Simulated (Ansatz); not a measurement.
# SrZrO3: carrier doping

The parent structure is SrZrO3 in the cubic perovskite structure (space group Pm-3m, No. 221).

```yaml
crystal:
  lattice:
    - [4.12994, 0.00000, 0.00000]
    - [0.00000, 4.12994, 0.00000]
    - [0.00000, 0.00000, 4.12994]
  atoms:
    - { symbol: Sr, position: [0.50000, 0.50000, 0.50000] }
    - { symbol: Zr, position: [0.00000, 0.00000, 0.00000] }
    - { symbol: O, position: [0.00000, 0.50000, 0.00000] }
    - { symbol: O, position: [0.50000, 0.00000, 0.00000] }
    - { symbol: O, position: [0.00000, 0.00000, 0.50000] }
```

Carriers are added at fixed cell with a uniform background; the Fermi–Dirac width is that of 300 K.

Calculations: PBEsol, PAW, 420 eV (Ansatz, a first-principles code; no spin-orbit coupling).

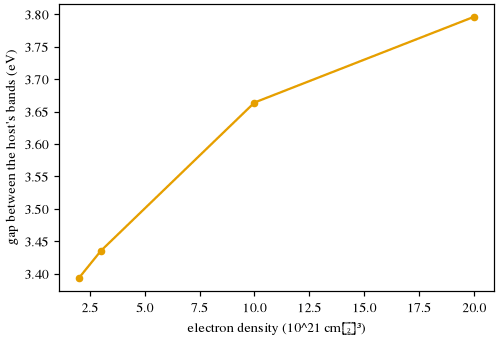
*Gap between the host's bands against electron density*

Q: From the plot, what is the gap between the host's bands for electrons 1.0×10^22 cm⁻³?

A: About 3.66 eV.

Q: Is the trend monotonic over the range shown?

A: Yes, it rises throughout, spanning 3.39 eV to 3.80 eV.

Charged cell with a jellium background: band edges are those of the host's band count, energies are not comparable with the neutral cell, and many-body gap narrowing is missing. Whether these cells are dynamically stable was not tested. Many cubic perovskites are stable only at high temperature; tilts and polar distortions were not tested.
